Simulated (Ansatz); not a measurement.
**AlHClO (SMILES [O][AlH][Cl]) at 6 levels**

Aim: a comparison of 6 runs (U-r2SCAN0/STO-3G, UBLYP/STO-3G, UPBE/STO-3G, UPBE0/STO-3G, UMP2/STO-3G, UCCSDT/STO-3G) of AlHClO. 

The calculation is run with Ansatz 0.2.0.

60 further runs of the same task are left out: 7 that didn't finish, 53 set aside as unsound or not needed.

**1. The system as given**

The species is AlHClO (4 atoms), meant as a doublet with charge 0. SMILES: `[O][AlH][Cl]`. The Cl3–Al2 distance was set to 4.163 Å, away from the relaxed value. At this shape a bond of the SMILES string is far longer than usual.

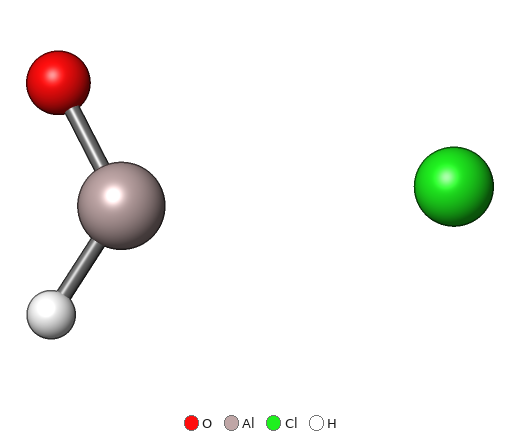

The structure, seen from a chosen angle (oxygen red, aluminium light grey, chlorine green, hydrogen white).

**2. The energy at U-r2SCAN0/STO-3G (run 1)**

Input file in.yaml:

```yaml
basis:
  gaussian: {orbitals: STO-3G}
crystal:
  periodic: [false, false, false]
  atoms:
    - symbol: O
      position_ang: [1.982240, -0.776294, 2.535028]
    - symbol: Al
      position_ang: [1.810040, 0.308606, 1.200028]
    - symbol: Cl
      position_ang: [-1.573200, -0.210600, -1.168800]
    - symbol: H
      position_ang: [2.911340, 1.396906, 0.966628]
magnetization: {spin_polarized: true, initial_magnetization: 1}
hamiltonian: {xc: {name: r2SCAN0}}
accuracy: high
```

The run is started by

```bash
$ ansatz run in.yaml --threads 1 --pin off --max-ram 2610MiB --events-out events.jsonl --progress --plain --runs-dir runs
```

What it wrote:

```text
Warning: RAYON_NUM_THREADS=1 ignored (pool sized by the plan → 1); use --threads N
Functional definition: r2SCAN0
  name "r2SCAN0"
  parameter a = 0.25
  parameter k0 = 0.174
  parameter k1 = 0.065
  parameter a1 = 4.9479
  exchange = (1 - a)*r2scan_x(k0 = k0, k1 = k1, a1 = a1) + a*exact_x
  correlation = r2scan_c
387 factors; integrals over basis functions are off by at most 2.4e-8 eV
mean field evaluation 1: about -20928.4055 eV, gradient 1.6e1 eV
mean field evaluation 2: about -20756.3429 eV, gradient 2.4e1 eV
mean field evaluation 4: about -20929.8864 eV, gradient 9.0e0 eV
mean field evaluation 8: about -20880.8577 eV, gradient 2.2e1 eV
mean field evaluation 16: about -20933.0651 eV, gradient 2.1e-3 eV
mean field evaluation 32: about -20932.9593 eV, gradient 1.4e0 eV
mean field evaluation 64: about -20932.7325 eV, gradient 4.4e-2 eV
mean field evaluation 96: about -20932.5597 eV, gradient 1.5e-3 eV
mean field -20933.06505879 eV, -769.2759519695 hartree, gradient 6.8e-8 eV, S^2 1.231942; 8 other end points of the search recorded, 0 dependent functions left out
reference -20933.06505937 eV, -769.2759519907 hartree; 20, 19 occupied and 4, 5 virtual orbitals, 387 factors
Total energy: -20933.06505937 eV, -769.2759519907 hartree
```

It took 56 s on 1 thread of Arm Neoverse V1, shared host; peak memory 0.25 GiB.

**3. The energy at UBLYP/STO-3G (run 2)**

Input file molecule.yaml:

```yaml
crystal:
  periodic: [false, false, false]
  atoms:
    - {symbol: O, position_ang: [1.982240, -0.776294, 2.535028]}
    - {symbol: Al, position_ang: [1.810040, 0.308606, 1.200028]}
    - {symbol: Cl, position_ang: [-1.573200, -0.210600, -1.168800]}
    - {symbol: H, position_ang: [2.911340, 1.396906, 0.966628]}
basis:
  gaussian: {orbitals: STO-3G}
total_charge: 0
magnetization: {spin_polarized: true, initial_magnetization: 1}
hamiltonian: {xc: {name: BLYP}}
accuracy: high
```

The run is started by

```bash
$ ansatz run molecule.yaml --threads 1 --pin off --max-ram 2610MiB --events-out events.jsonl --progress --plain --runs-dir runs
```

What it wrote, shortened:

```text
Warning: RAYON_NUM_THREADS=1 ignored (pool sized by the plan → 1); use --threads N
Functional definition: BLYP
  name "BLYP"
[...]
387 factors; integrals over basis functions are off by at most 2.4e-8 eV
[...]
mean field -20932.43816325 eV, -769.2529139833 hartree, gradient 5.6e-8 eV, S^2 0.835954; 10 other end points of the search recorded, 0 dependent functions left out
reference -20932.43820509 eV, -769.2529155207 hartree; 20, 19 occupied and 4, 5 virtual orbitals, 387 factors
Total energy: -20932.43820509 eV, -769.2529155207 hartree
```

It took 14 s on 1 thread of Arm Neoverse V1, shared host; peak memory 0.13 GiB.

**4. The energy at UPBE/STO-3G (run 3)**

Input file input.yaml:

```yaml
basis:
  gaussian: {orbitals: STO-3G}
crystal:
  periodic: [false, false, false]
  atoms:
    - {symbol: O, position_ang: [1.982240, -0.776294, 2.535028]}
    - {symbol: Al, position_ang: [1.810040, 0.308606, 1.200028]}
    - {symbol: Cl, position_ang: [-1.573200, -0.210600, -1.168800]}
    - {symbol: H, position_ang: [2.911340, 1.396906, 0.966628]}
magnetization: {spin_polarized: true, initial_magnetization: 1}
hamiltonian: {xc: {name: PBE}}
accuracy: high
```

The run is started by

```bash
$ ansatz run input.yaml --threads 1 --pin off --max-ram 2610MiB --events-out events.jsonl --progress --plain --runs-dir runs
```

What it wrote, shortened:

```text
Warning: RAYON_NUM_THREADS=1 ignored (pool sized by the plan → 1); use --threads N
Functional definition: PBE
  name "PBE"
[...]
387 factors; integrals over basis functions are off by at most 2.4e-8 eV
[...]
mean field -20923.25146248 eV, -768.9153089569 hartree, gradient 2.6e-8 eV, S^2 0.835985; 10 other end points of the search recorded, 0 dependent functions left out
reference -20923.25146442 eV, -768.9153090281 hartree; 20, 19 occupied and 4, 5 virtual orbitals, 387 factors
Total energy: -20923.25146442 eV, -768.9153090281 hartree
```

It took 22 s on 1 thread of Arm Neoverse V1, shared host; peak memory 0.13 GiB.

Runs 4 to 5 aren't shown in full; the table further down has their settings and results.

**5. The energy at UCCSDT/STO-3G (run 6)**

Input file input.yaml:

```yaml
crystal:
  periodic: [false, false, false]
  atoms:
    - {symbol: O, position_ang: [1.982240, -0.776294, 2.535028]}
    - {symbol: Al, position_ang: [1.810040, 0.308606, 1.200028]}
    - {symbol: Cl, position_ang: [-1.573200, -0.210600, -1.168800]}
    - {symbol: H, position_ang: [2.911340, 1.396906, 0.966628]}
basis:
  gaussian:
    orbitals: STO-3G
magnetization:
  spin_polarized: true
  initial_magnetization: 1
correlation:
  method: ccsdt
  frozen_orbitals: {Al: 5, Cl: 5, H: 0, O: 1}
accuracy: high
scf:
  omitted_lower_state_checks: [cluster_reference, increment]
```

The run is started by

```bash
$ ansatz run input.yaml --threads 1 --pin off --max-ram 2610MiB --events-out events.jsonl --progress --plain --runs-dir runs
```

What it wrote:

```text
Warning: RAYON_NUM_THREADS=1 ignored (pool sized by the plan → 1); use --threads N
[... 23 lines left out ...]
11 core orbitals not correlated: weight in the atoms' cores, before any rotation towards them, 1.000 or more for the frozen orbitals, at most 0.000 for the correlated occupied ones
[... 161 lines left out ...]
Total energy: -20898.34861670 eV, -768.0001462544 hartree
Checks for a lower state left out: cluster_reference, increment
```

It took 5.7 s on 1 thread of Arm Neoverse V1, shared host; peak memory 0.095 GiB.

**6. The series**

```tsv
run	level	frozen core orbitals	energy (Eh)	⟨S²⟩	wall time
1	U-r2SCAN0/STO-3G	–	-769.275952	1.232	56 s
2	UBLYP/STO-3G	–	-769.252916	0.836	14 s
3	UPBE/STO-3G	–	-768.915309	0.836	22 s
4	UPBE0/STO-3G	–	-769.010359	1.137	6.6 s
5	UMP2/STO-3G	11	-767.953502	1.679	2.1 s
6	UCCSDT/STO-3G	11	-768.000146	1.679	5.7 s
```

**7. What came out**

| quantity | value |
| --- | --- |
| run 6: total energy | -768.00015 Eh |
| run 6: correlation energy (11 core orbitals frozen) | -85.1 mEh |
| run 6: ⟨S²⟩ of the reference determinant | 1.679 |
| run 6: T1 diagnostic | 0.113 |

In words: Totals of different functionals can't be ranked against each other. In runs 1, 2, 3, 4, 5, 6 the basis is minimal, so the values are rough. Spin contamination of the reference: run 5 ⟨S²⟩ = 1.68, run 6 ⟨S²⟩ = 1.68, run 1 ⟨S²⟩ = 1.23, run 4 ⟨S²⟩ = 1.14. Where it is this large, the reference is a mixture of spin states, and values that rest on it are in doubt. All runs together took 1.8 min, the longest 56 s.
